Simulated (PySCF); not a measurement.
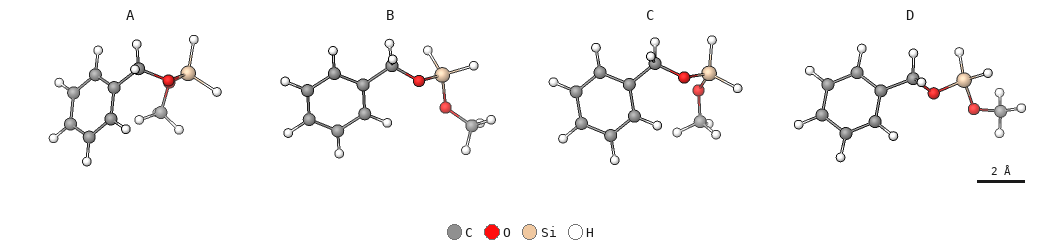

4 geometries from one relaxation of C$_{8}$H$_{12}$O$_{2}$Si, in shuffled order. A ball-and-stick model, seen at a tilt.

The start comes from GFN2-xTB. Its atoms were then displaced at random by about 0.01 Å.

These are results of PBE0-D3(BJ)/def2-SVP geometry optimisation, gas phase (PySCF), not measurements. 

Question: Order the frames from highest to lowest energy.

Answer: D, B, C, A. They are steps 0, 21, 28, 41, at +0.697 eV, +0.153 eV, +0.055 eV relative to the last. An H atom moves most after the best rigid fit: 3.78 Å. By element the largest moves are H 3.78 Å, C 2.62 Å, O 1.56 Å, Si 0.57 Å. Some distances before and after: O–Si 1.555 → 1.665 Å, O–Si 1.614 → 1.653 Å, C–H 1.067 → 1.103 Å, H–Si 1.458 → 1.488 Å. Among the angles between lasting bonds that change: O–Si–O 99.4° → 113.7°, O–Si–H 112.8° → 104.2°, O–Si–H 112.3° → 104.2°. Groups turn about O–Si by about 120°, O–Si by about 110°, C–O by about 95°. The energy falls by 0.697 eV in 41 geometry steps. The run took 19 min on 1 thread of Arm Neoverse V2, on a shared host.
